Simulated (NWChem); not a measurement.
Predicting a hybrid from its neighbours: GeTe

The species is GeTe (2 atoms), meant as a singlet with charge 0. As SMILES, `[Ge][Te]`. Geometry: the measured bond length.

The HOMO–LUMO gap y, in eV, basis def2-TZVP with a core potential; a is the functional's share of exact exchange. Programs: NWChem 7.3.0.

| functional | program | a | y (eV) |
| --- | --- | --- | --- |
| r2SCAN | NWChem | 0 | 3.22 |
| PBE | NWChem | 0 | 2.94 |
| B3LYP | NWChem | 0.2 | ? |
| PBE0 | NWChem | 0.25 | 4.48 |
| BHLYP | NWChem | 0.5 | 5.94 |

Q: Fit y = c + s·a to the known rows and predict B3LYP.

A: 
1. Means of the 4 rows: a = 0.1875, y = 4.145.
2. Σ(Δa)² = 0.17188, Σ(Δa·Δy) = 0.98125, so the slope is 0.98125/0.17188 = 5.7089.
3. Intercept: 4.145 − (5.7089) × 0.1875 = 3.075. The largest residual of the fit is 0.15.
4. B3LYP: 3.075 + (5.7089) × 0.2 = 4.22 eV.

The run gave 4.09 eV, so the prediction is off by +0.13 eV, within the scatter of the fit. Exact exchange lowers occupied levels and raises empty ones. The rows mix families of semi-local functionals, which the line can't see.

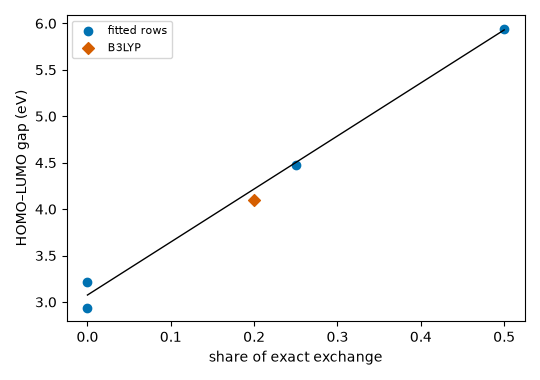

The fitted line, with the withheld row.
